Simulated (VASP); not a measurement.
Band structure of SrTe (relaxed from the CsCl type structure, space group Pm-3m). These are PBEsol GGA, VASP's PBE PAW potentials (set 64) (plane waves; VASP) values and carry that method's errors.

Unless said otherwise, spin-orbit coupling is left out, though it shifts the bands of the heavy elements here.

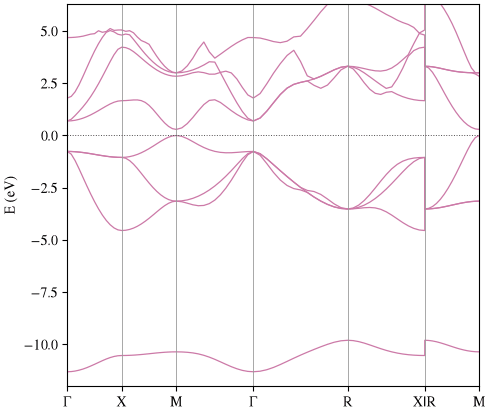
Figure: Bands along high-symmetry lines, zero at the valence-band maximum or, without a gap, the Fermi level

Problem. Read the plot: is there a gap, and where are the band edges?

Solution. The gap is direct, 0.29 eV, from the valence maximum at M to the conduction minimum at M. (Edges off the drawn lines would not show.)

The structure was generated: SrTe was put into the CsCl type type (Pm-3m), which need not be its known phase. It was relaxed first, which changed the volume by -20 %.
